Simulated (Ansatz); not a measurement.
# Two runs on C$_{2}$H$_{9}$NSi

System: C$_{2}$H$_{9}$NSi.
Method of the first run: RKS PBE-QIDH (frozen core)/def2-TZVPP (Ansatz 0.2.0).

The geometry comes from this level: PBE0-D4/def2-TZVP. Text and figures count atoms from 1; the logs count them from 0 in places.

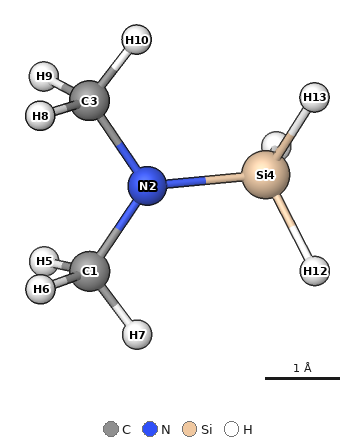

Figure 1. The structure (ball-and-stick view, seen at a tilt; atoms are numbered from 1 in the order of the input). Bond lengths as drawn: C–H 1.09 to 1.10 Å, C–N 1.44 Å, H–Si 1.49 to 1.50 Å and N–Si 1.72 Å.

### Input, the first run
```yaml
crystal:
  periodic: [false, false, false]
  atoms:
    - {symbol: C, position_ang: [-0.853399, 1.051464, -0.567418]}
    - {symbol: N, position_ang: [-0.064295, 0.101377, 0.176945]}
    - {symbol: C, position_ang: [1.257324, 0.576782, 0.503671]}
    - {symbol: Si, position_ang: [-0.404351, -1.580401, 0.101948]}
    - {symbol: H, position_ang: [-0.416110, 1.292475, -1.548479]}
    - {symbol: H, position_ang: [-0.947511, 1.991470, -0.009415]}
    - {symbol: H, position_ang: [-1.860696, 0.663664, -0.735383]}
    - {symbol: H, position_ang: [1.197400, 1.509099, 1.079020]}
    - {symbol: H, position_ang: [1.870059, 0.778322, -0.388362]}
    - {symbol: H, position_ang: [1.787117, -0.156700, 1.115698]}
    - {symbol: H, position_ang: [0.068741, -2.275320, -1.137069]}
    - {symbol: H, position_ang: [-1.879715, -1.752298, 0.167039]}
    - {symbol: H, position_ang: [0.265635, -2.234734, 1.256705]}
basis:
  gaussian: {orbitals: def2-TZVPP}
hamiltonian: {xc: {name: PBE-QIDH}}
```

Launched with:
```bash
ansatz run in.yaml --threads 4 --pin off --events-out ev --progress --plain --max-ram 10444MiB
```

Hardware: 4 threads of INTEL XEON PLATINUM @ 2.10GHz, 23 GiB of memory available, shared host.

### Output (the first run)
```
Functional definition: PBE-QIDH
  parameter a = 3^(-1/3)
  parameter c = 1/3
  exchange = (1 - a)*pbe_x + a*exact_x
  correlation = (1 - c)*pbe_c + c*(mp2_os + mp2_ss)
1496 factors; integrals over basis functions are off by at most 1.1e-3 eV
mean field evaluation 1: about -11568.4664 eV, gradient 4.1e1 eV
mean field evaluation 2: about -11568.6308 eV, gradient 4.1e1 eV
mean field evaluation 4: about -11572.4105 eV, gradient 4.7e0 eV
mean field evaluation 8: about -11572.4607 eV, gradient 2.4e-1 eV
mean field evaluation 16: about -11572.4608 eV, gradient 2.3e-5 eV
mean field -11572.46077634 eV, -425.2800894348 hartree, gradient 2.4e-6 eV, S^2 0.000000; 0 other end points of the search recorded, 0 dependent functions left out
8 core orbitals not correlated: weight in the atoms' cores, before any rotation towards them, 1.000 or more for the frozen orbitals, at most 0.000 for the correlated occupied ones
reference -11572.46079047 eV, -425.2800899543 hartree; 13, 13 occupied and 240, 240 virtual orbitals, 1496 factors
second order -21.39346085 eV of doubles, -0.00000000 eV of singles
Total energy: -11579.59194409 eV, -425.5421550161 hartree
```

The input of the second run differs as follows (lines with − go, lines with + come):
```diff
-hamiltonian: {xc: {name: PBE-QIDH}}
+hamiltonian: {xc: {name: B2PLYP}}
```

What does this change do to the results?

The total energies belong to different methods, so their difference says nothing on which is more stable or more accurate. The functional changes from PBE-QIDH to B2PLYP.

### Output (the second run)
```
Functional definition: B2PLYP
  parameter a = 0.53
  parameter c = 0.27
  exchange = (1 - a)*b88_x + a*exact_x
  correlation = (1 - c)*lyp_c + c*(mp2_os + mp2_ss)
1496 factors; integrals over basis functions are off by at most 1.1e-3 eV
mean field evaluation 1: about -11571.9482 eV, gradient 4.9e1 eV
mean field evaluation 2: about -11572.0704 eV, gradient 4.9e1 eV
mean field evaluation 4: about -11577.2300 eV, gradient 6.6e0 eV
mean field evaluation 8: about -11577.3138 eV, gradient 3.4e-1 eV
mean field evaluation 16: about -11577.3140 eV, gradient 3.7e-5 eV
mean field -11577.31403415 eV, -425.4584433696 hartree, gradient 7.7e-6 eV, S^2 0.000000; 0 other end points of the search recorded, 0 dependent functions left out
8 core orbitals not correlated: weight in the atoms' cores, before any rotation towards them, 1.000 or more for the frozen orbitals, at most 0.000 for the correlated occupied ones
reference -11577.31422322 eV, -425.4584503178 hartree; 13, 13 occupied and 240, 240 virtual orbitals, 1496 factors
second order -22.98854430 eV of doubles, -0.00000000 eV of singles
Total energy: -11583.52113018 eV, -425.6865499415 hartree
```

### The two runs side by side

| quantity | the first run | the second run |
| --- | --- | --- |
| outcome | converged | converged |
| total energy (hartree) | −425.542155 | −425.686550 |
| basis functions | 261 | 261 |
| wall time (shared host) | 3.4 s | 3.2 s |
